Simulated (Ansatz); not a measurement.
# H8NPSi2: geometry optimisation from a Python script

What geometry does H8NPSi2 take? Aim: a geometry optimisation, for H8NPSi2, run from a script. SMILES: N[SiH2]P[SiH3].

Computed with Ansatz 0.2.0, driven from Python. Level of theory: CAM-B3LYP/def2-SVP.

### 1 The system

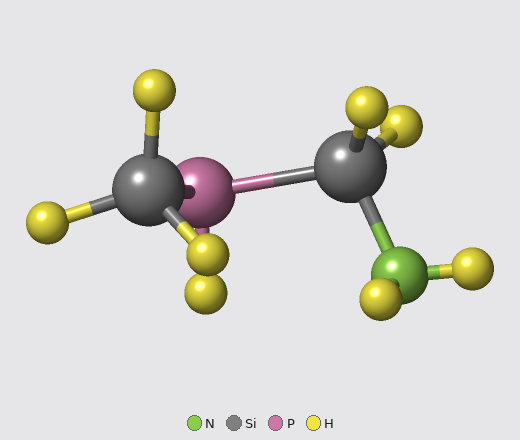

The starting structure, viewed from a chosen angle; nitrogen green, silicon grey, phosphorus pink, hydrogen yellow.

The script holds or builds the structure itself.

### 2 The script

File h8npsi2_opt.py:

```python
# -*- coding: utf-8 -*-
"""Minimum-energy structure of H8NPSi2."""

import argparse

import ansatz as az
from ase import Atoms
import numpy as np

parser = argparse.ArgumentParser(description="Minimum-energy structure of H8NPSi2.")
parser.add_argument("--basis", required=True, help="basis")
parser.add_argument("--functional", required=True, help="exchange-correlation functional")
args = parser.parse_args()

atoms = Atoms(["N", "Si", "P", "Si", "H", "H", "H", "H", "H", "H", "H", "H"], positions=[
    [-1.726, -0.1083, -0.9946],
    [-1.175, 0.4819, 0.4934],
    [0.2324, -0.9968, 1.2534],
    [2.0077, -0.1858, 0.2422],
    [-2.5319, 0.4369, -1.2904],
    [-1.0167, 0.0332, -1.7086],
    [-0.592, 1.8148, 0.2489],
    [-2.3616, 0.5806, 1.364],
    [-0.0695, -2.0319, 0.3412],
    [3.1284, -1.1463, 0.3874],
    [1.7219, 0.014, -1.2011],
    [2.3824, 1.1076, 0.8642],
])
molecule = az.Crystal.molecule_from_ase(atoms)

base = molecule.calculation()
base = base.basis(gaussian=args.basis).functional(args.functional)
symbols = [site.symbol for site in molecule.cartesian_sites]
start = np.array([site.position_ang for site in molecule.cartesian_sites], dtype=float)
def progress(event):
    if event["event"] == "relax_step":
        row = event["data"]
        print(f"step {row['step']:3d}  E = {row['lagrangian_ev']:.6f} eV  largest force component {row['allowed_force_max_ev_ang']:.4f} eV/A")


data = base.relax(force_tolerance=0.02, max_steps=100).session().plan().execute(on_event=progress).report
end = np.array(data["positions_ang"])

print(f"E = {data['free_energy_ev']:.6f} eV = {data['free_energy_ev'] / 27.211386246:.7f} Ha")
print("converged:", data["converged"], " doubts:", data["published_state_doubts"] or "none")

print("final positions (A) and the move of each atom")
for symbol, xyz, old in zip(symbols, end, start):
    print(f"{symbol:2s} {xyz[0]:10.5f} {xyz[1]:10.5f} {xyz[2]:10.5f}   {np.linalg.norm(xyz - old):7.4f}")
with open("h8npsi2_opt.xyz", "w") as handle:
    handle.write(f"{len(symbols)}\nrelaxed H8NPSi2\n")
    handle.writelines(f"{s:2s} {x:11.6f} {y:11.6f} {z:11.6f}\n" for s, (x, y, z) in zip(symbols, end))
```

### 3 What the engine is handed

The package turns the script's settings into the engine's input:

```yaml
crystal:
  periodic: [false, false, false]
  atoms:
    - { symbol: "N", position_ang: [-1.726, -0.1083, -0.9946] }
    - { symbol: Si, position_ang: [-1.175, 0.4819, 0.4934] }
    - { symbol: P, position_ang: [0.2324, -0.9968, 1.2534] }
    - { symbol: Si, position_ang: [2.0077, -0.1858, 0.2422] }
    - { symbol: H, position_ang: [-2.5319, 0.4369, -1.2904] }
    - { symbol: H, position_ang: [-1.0167, 0.0332, -1.7086] }
    - { symbol: H, position_ang: [-0.592, 1.8148, 0.2489] }
    - { symbol: H, position_ang: [-2.3616, 0.5806, 1.364] }
    - { symbol: H, position_ang: [-0.0695, -2.0319, 0.3412] }
    - { symbol: H, position_ang: [3.1284, -1.1463, 0.3874] }
    - { symbol: H, position_ang: [1.7219, 0.014, -1.2011] }
    - { symbol: H, position_ang: [2.3824, 1.1076, 0.8642] }
basis:
  gaussian:
    orbitals: def2-SVP
hamiltonian:
  xc: cam_b3lyp
relax:
  f_tol: 0.02
  max_steps: 100
```

### 4 The run

Launch:

```
$ python h8npsi2_opt.py --basis def2-SVP --functional CAM-B3LYP
```

Standard output:

```text
step   1  E = -26655.221677 eV  largest force component 1.4891 eV/A
step   2  E = -26655.452006 eV  largest force component 0.9083 eV/A
step   3  E = -26655.533268 eV  largest force component 0.4700 eV/A
step   4  E = -26655.551634 eV  largest force component 0.8617 eV/A
step   5  E = -26655.539636 eV  largest force component 1.3110 eV/A
step   6  E = -26655.580070 eV  largest force component 0.1463 eV/A
step   7  E = -26655.588838 eV  largest force component 0.0936 eV/A
step   8  E = -26655.525896 eV  largest force component 0.6180 eV/A
step   9  E = -26655.592681 eV  largest force component 0.0786 eV/A
step  10  E = -26655.596298 eV  largest force component 0.0376 eV/A
step  11  E = -26655.598569 eV  largest force component 0.1513 eV/A
step  12  E = -26655.600071 eV  largest force component 0.0619 eV/A
step  13  E = -26655.600496 eV  largest force component 0.1144 eV/A
step  14  E = -26655.601144 eV  largest force component 0.0629 eV/A
step  15  E = -26655.601302 eV  largest force component 0.0809 eV/A
step  16  E = -26655.600847 eV  largest force component 0.1783 eV/A
step  17  E = -26655.601931 eV  largest force component 0.0077 eV/A
E = -26655.602074 eV = -979.5753084 Ha
converged: True  doubts: none
final positions (A) and the move of each atom
N    -1.57464    0.17119   -1.12902    0.3451
Si   -1.28231    0.52196    0.53289    0.1212
P     0.30775   -0.78647    1.47531    0.3149
Si    2.03656   -0.25565    0.12592    0.1387
H    -2.51010    0.23760   -1.51307    0.2996
H    -0.86251    0.26537   -1.84365    0.3097
H    -0.83727    1.91816    0.83008    0.6392
H    -2.56940    0.28118    1.23848    0.3855
H    -0.05651   -1.96957    0.77064    0.4341
H     3.09945   -1.28557    0.27849    0.1791
H     1.68068   -0.16446   -1.32124    0.2190
H     2.56841    1.06617    0.55517    0.3631
```

It took 5.5 min on 1 thread of Intel Xeon at 2.50GHz (Skylake/Cascade Lake), shared host; peak memory 0.37 GiB.

File h8npsi2_opt.xyz afterwards:

```xyz
12
relaxed H8NPSi2
N    -1.574636    0.171189   -1.129019
Si   -1.282312    0.521959    0.532890
P     0.307747   -0.786474    1.475307
Si    2.036563   -0.255653    0.125924
H    -2.510104    0.237603   -1.513074
H    -0.862514    0.265366   -1.843650
H    -0.837272    1.918158    0.830082
H    -2.569400    0.281181    1.238481
H    -0.056512   -1.969569    0.770636
H     3.099450   -1.285566    0.278492
H     1.680676   -0.164464   -1.321236
H     2.568414    1.066169    0.555167
```

Lines on the test bed's own set-up are left out of the output.

A comment line of the script is reworded here; the code is as run.

### 5 Size and end state of the run

From the engine's report, whether the script printed it or not:

```
             item         value
SCF cycles in all           118
         orbitals           108
total energy (eV)  -26655.60207
```

### 6 Path of the relaxation

Relaxation path:

| step | E - E(step 1) (eV) | largest force component (eV/Å) |
| --- | --- | --- |
| 1 | 0.0000 | 1.4891 |
| 2 | -0.2303 | 0.9083 |
| 3 | -0.3116 | 0.4700 |
| 4 | -0.3300 | 0.8617 |
| 5 | -0.3180 | 1.3110 |
| 6 | -0.3584 | 0.1463 |
| 7 | -0.3672 | 0.0936 |
| 8 | -0.3042 | 0.6180 |
| 9 | -0.3710 | 0.0786 |
| 10 | -0.3746 | 0.0376 |
| 11 | -0.3769 | 0.1513 |
| 12 | -0.3784 | 0.0619 |
| 13 | -0.3788 | 0.1144 |
| 14 | -0.3795 | 0.0629 |
| 15 | -0.3796 | 0.0809 |
| 16 | -0.3792 | 0.1783 |
| 17 | -0.3803 | 0.0077 |

Step 1 is the start. Steps 5, 8, 16 were tried and not accepted.

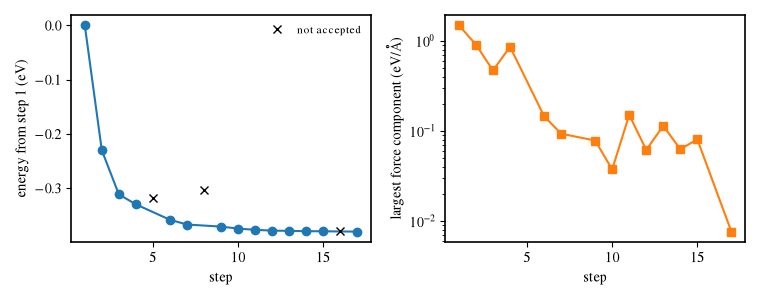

Energy and largest force along the relaxation.

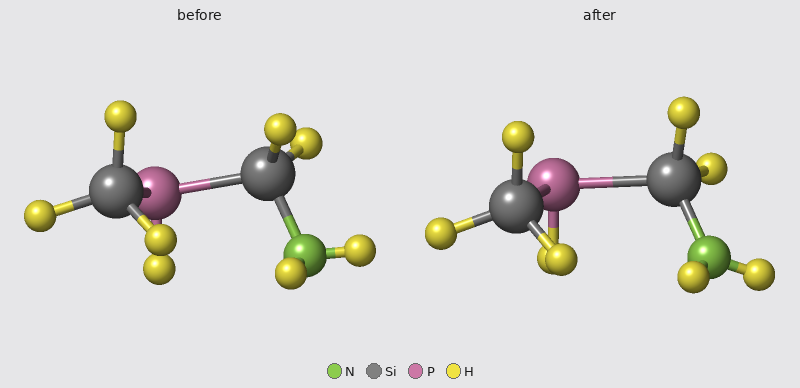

Before and after, at one scale.

Before: Bond lengths: N1–Si2 1.693 Å, Si2–P3 2.178 Å, P3–Si4 2.198 Å, N1–H5 1.017 Å, N1–H6 1.016 Å, Si2–H7 1.475 Å, Si2–H8 1.475 Å, P3–H9 1.412 Å, Si4–H10 1.483 Å, Si4–H11 1.485 Å, Si4–H12 1.483 Å. Angles (14 of 18 angles, heavy atoms first): N1–Si2–P3 106.3°, Si2–P3–Si4 96.4°, N1–Si2–H7 107.3°, N1–Si2–H8 106.3°, P3–Si2–H7 114.6°, P3–Si2–H8 111.1°, Si2–N1–H5 109.1°, Si2–N1–H6 110.0°, Si2–P3–H9 97.7°, Si4–P3–H9 98.4°, P3–Si4–H10 109.0°, P3–Si4–H11 110.0°, P3–Si4–H12 109.4°, H7–Si2–H8 110.8°.

After: Bond lengths: N1–Si2 1.723 Å, Si2–P3 2.265 Å, P3–Si4 2.256 Å, N1–H5 1.013 Å, N1–H6 1.013 Å, Si2–H7 1.495 Å, Si2–H8 1.487 Å, P3–H9 1.424 Å, Si4–H10 1.488 Å, Si4–H11 1.493 Å, Si4–H12 1.488 Å. Angles (14 of 18 angles, heavy atoms first): N1–Si2–P3 113.8°, Si2–P3–Si4 98.8°, N1–Si2–H7 115.6°, N1–Si2–H8 106.1°, P3–Si2–H7 104.3°, P3–Si2–H8 108.5°, Si2–N1–H5 120.6°, Si2–N1–H6 122.8°, Si2–P3–H9 95.4°, Si4–P3–H9 95.5°, P3–Si4–H10 108.9°, P3–Si4–H11 114.3°, P3–Si4–H12 108.1°, H7–Si2–H8 108.3°.

### 7 Summary of results

| quantity | value |
| --- | --- |
| total energy | -26655.6021 eV |
| dipole moment | 2.19 D |
| moves of the relaxation | 13 |
| energy gained | 0.380 eV |
| last largest force component | 0.0077 eV/Å |

The relaxation took 13 moves; the largest shift is 0.639 Å, of atom 7 (H). The end point is the stationary point reached from this start; no frequency run checks that it is a minimum, and the basis set is modest.
